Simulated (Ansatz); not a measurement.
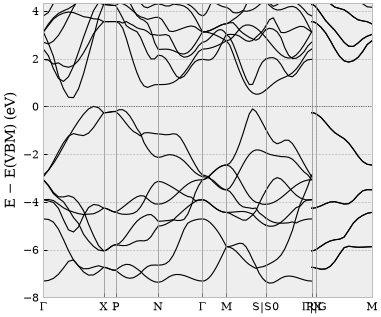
Band structure from plane-wave PAW PBE (Ansatz code)

Question: Read off the gap and where the band edges lie.

Answer: About 0.3 eV (0.32 eV by a search for the band edges); maximum on the Γ–X line, 85 % of the way from Γ, minimum on the Γ–X line, 46 % of the way from Γ.

The material is NbN in space group I4_1md (No. 109; Nb on 4a, N on 4a).

The cell is a constructed one: a structure type filled with these elements; neither database checked (COD, Materials Project) lists it. It is not the phase usual at ambient conditions (space group No. 225). The PBE relaxation kept the symmetry of its start; its stability against distortions is not shown here. The run is not spin-polarised. Scalar-relativistic: spin–orbit coupling is off unless named, which matters more the heavier the elements.

Potentials: the later of the program's two PAW sets.
